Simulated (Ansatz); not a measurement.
**EuAgSeF: density, localisation and related maps**

```
CELL_PARAMETERS angstrom
4.19447 0.00000 0.00000
0.00000 4.19447 0.00000
0.00000 0.00000 9.35547
ATOMIC_POSITIONS crystal
Eu 0.50000 0.00000 0.34679
Eu 0.00000 0.50000 0.65321
Ag 0.00000 0.00000 0.00000
Ag 0.50000 0.50000 0.00000
Se 0.00000 0.50000 0.19706
Se 0.50000 0.00000 0.80294
F 0.00000 0.00000 0.50000
F 0.50000 0.50000 0.50000
```

Space group P4/nmm; Hubbard U of 7 eV on Eu f only; spin-polarised.

All numbers below come from DFT PBE+U, scalar-relativistic, plane waves, PAW in Ansatz.

The density is the valence pseudo-density of a PAW calculation; it isn't the true density close to the nuclei.

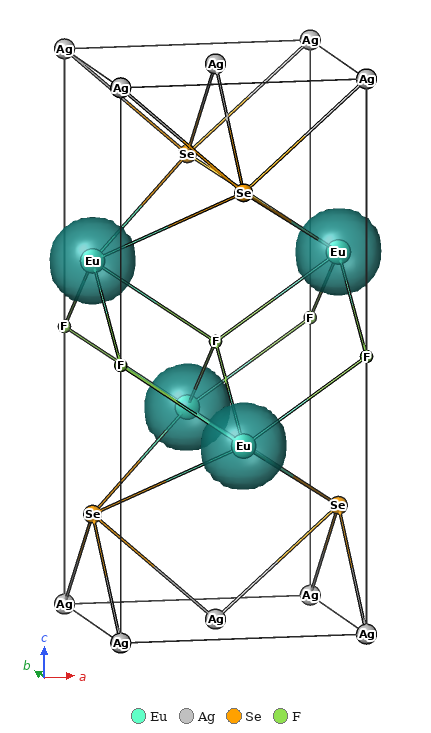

Figure 1. Isosurfaces of the spin density at +0.8 (teal) and −0.8 e/Å³ (pink), seen slightly off an axis. Sticks mark near contacts.

### Where is the spin, and how is it ordered?

The spin density sits on Eu: +6.8 μB (×2) in one cell of 8 atoms: parallel moments (a ferromagnetic arrangement) in this solution. The cell of the calculation (8 atoms) carries 14.0 μB of net spin moment. Only one sign reaches the isovalue.

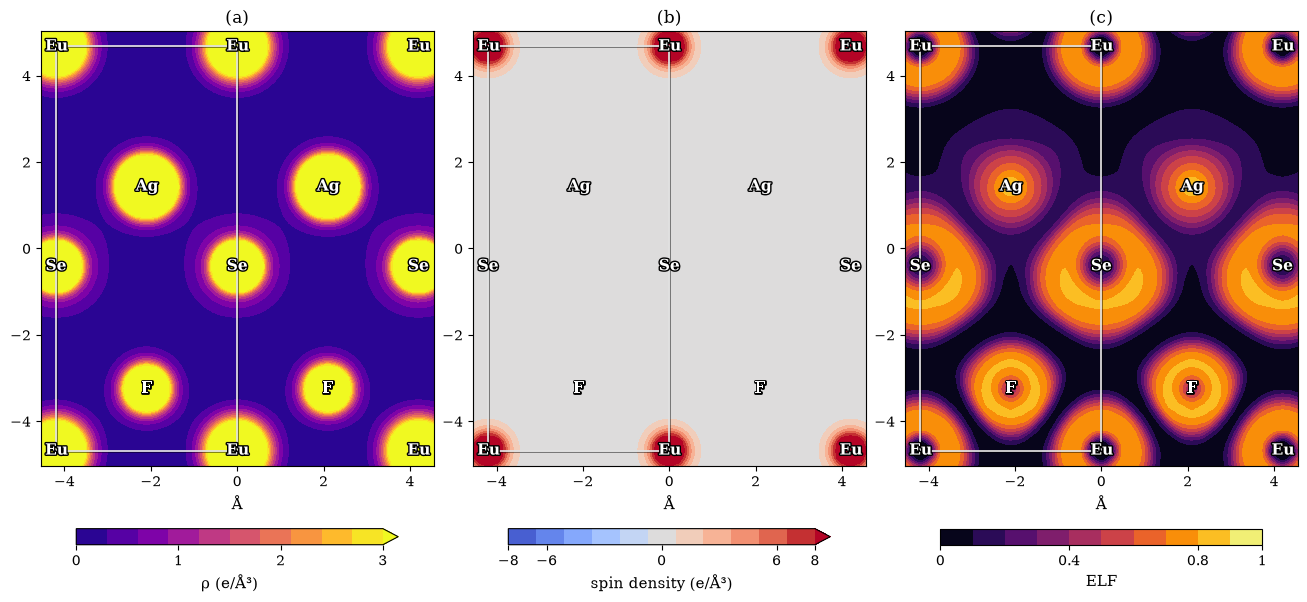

Figure 2. (a) valence pseudo-density; (b) spin density (up minus down); (c) electron localisation function on the (100) plane of the conventional cell.

### What does the map show?

- The plane passes through Eu, Ag, Se and F nuclei.
- Eu–F (2.54 Å): ρ at the midpoint is about 0.25 e/Å³; the ELF is about 0.10 at the midpoint: no shared electron pair shows on this line.
- Ag–Se (2.79 Å): the density is about 0.28 e/Å³ at the midpoint; the ELF is about 0.25 at the midpoint and 0.15 at its lowest between the atoms.
- Between the atoms the lowest density in this plane is 0.01 e/Å³.
- The features right at Eu and Ag lie inside the PAW spheres, where the map follows smoothed inner orbitals and isn't to be read closely.

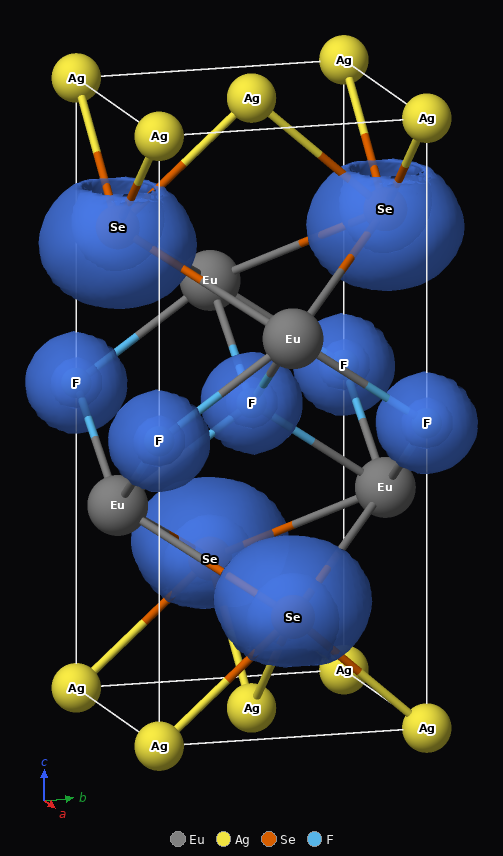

Figure 3. Isosurface of the ELF at 0.75 (blue), seen slightly off an axis. Core shells and regions of very low density are left out. Sticks mark near contacts.

### Describe the localisation domains.

The ELF exceeds this value in two regions wrapped around F (the valence shell of each) and two regions wrapped around Se (the valence shell of each), counted in one cell of 8 atoms. Any copies at cell faces, edges or corners count once.

### Does the calculation make it a metal, or give it a gap?

It is gapped, with a Kohn–Sham gap of 0.83 eV on the k-point mesh, an upper bound to the gap of this method.
